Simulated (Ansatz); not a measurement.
The parent structure is KI in the rock salt structure (space group Fm-3m, No. 225; a = 7.182 Å).

Now apply this change: every lattice vector is shortened by 3.00 %, atoms relaxed at fixed cell.

Computed with PBE (Ansatz, a program for electronic structure), no spin-orbit coupling.

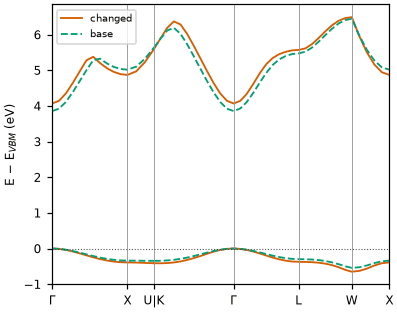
Figure. Highest valence and lowest conduction band along the path, each from its own valence-band maximum

**Question.** Read the changed gap and its character from the plot.

**Answer.** About 4.1 eV, direct at Γ.

With I present, leaving out spin-orbit coupling can change the band edges. The cells carry an imposed strain or load. Whether these cells are dynamically stable was not tested.
